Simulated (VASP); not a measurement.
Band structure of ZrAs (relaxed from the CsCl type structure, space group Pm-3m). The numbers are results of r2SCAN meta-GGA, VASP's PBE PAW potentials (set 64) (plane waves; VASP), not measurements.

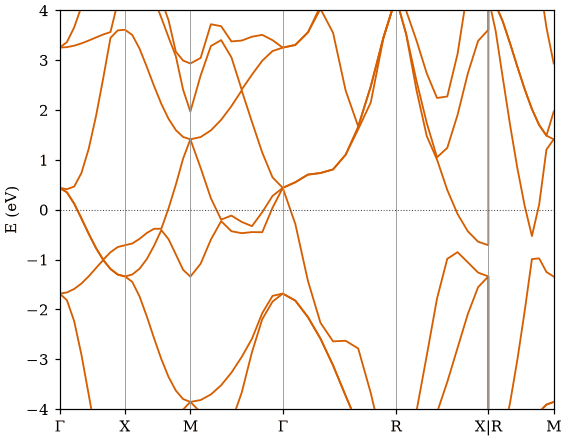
Bands along high-symmetry lines, zero at the valence-band maximum or, without a gap, the Fermi level

Q: Read the plot: is there a gap, and where are the band edges?

A: It has no gap at this level: it comes out as a metal or semimetal.

The structure was generated: ZrAs was put into the CsCl type type (Pm-3m), which need not be its known phase. It was relaxed first, which changed the volume by -32 %. The electron count is odd and the run is not spin-polarised, which forces a metal.
